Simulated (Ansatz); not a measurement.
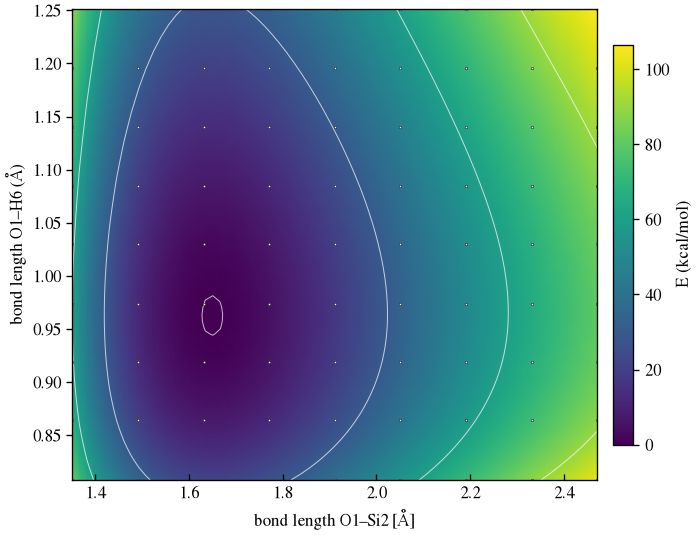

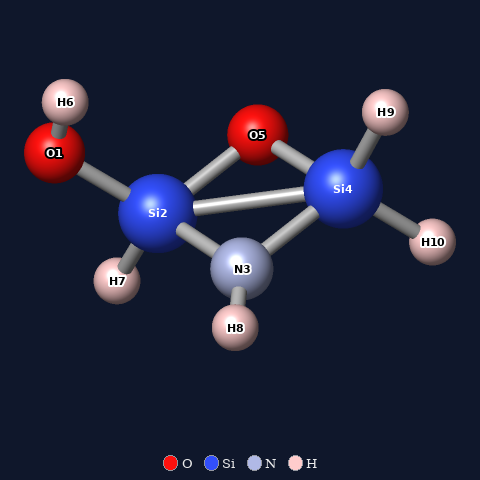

Energy landscape of H5NO2Si2. First axis: bond length O1–Si2. Second axis: bond length O1–H6. Nothing is relaxed (all other coordinates rigid). The scan uses a 9 × 9 grid. All energies are given in kcal/mol relative to the lowest grid point. The reference is spin-restricted, which grows unreliable where a bond is stretched far. The calculation used RKS PBE0-D4/def2-SVP (Ansatz).

Drawn: a smooth colour map with a few white contour lines, dots at the grid points. Between grid points the surface is interpolated. The second picture is the structure at the lowest point.

Question: Where are the wells?

Answer: The lowest grid point is at bond length O1–Si2 = 1.63 Å, bond length O1–H6 = 0.974 Å. No other kind of well shows on this grid. The highest grid point, bond length O1–Si2 = 2.47 Å, bond length O1–H6 = 1.251 Å, lies 107 kcal/mol above the lowest. Round the minimum the two coordinates are nearly uncoupled.

The input of one point:

```yaml
crystal:
  periodic: [false, false, false]
  atoms:
    - { symbol: O, position_ang: [-2.15919, 0.090891, -0.885384] }
    - { symbol: Si, position_ang: [-0.545732, -0.145336, -0.918722] }
    - { symbol: "N", position_ang: [0.184976, -0.951446, 0.443738] }
    - { symbol: Si, position_ang: [1.160231, 0.458078, 0.771287] }
    - { symbol: O, position_ang: [0.385779, 1.214247, -0.530467] }
    - { symbol: H, position_ang: [-2.531054, 0.475543, -0.071482] }
    - { symbol: H, position_ang: [-0.297548, -0.69087, -2.269307] }
    - { symbol: H, position_ang: [0.121425, -1.883508, 0.828235] }
    - { symbol: H, position_ang: [0.918413, 1.145093, 2.073794] }
    - { symbol: H, position_ang: [2.630041, 0.310663, 0.570627] }
basis:
  gaussian: { orbitals: def2-SVP }
hamiltonian:
  xc: pbe0
  dispersion: d4
output:
  forces: true
```

Time for the 81 points that were run: 16 min on 1 thread of Intel(R) Xeon(R) Processor @ 2.50GHz (Skylake/Cascade Lake), on a shared host.
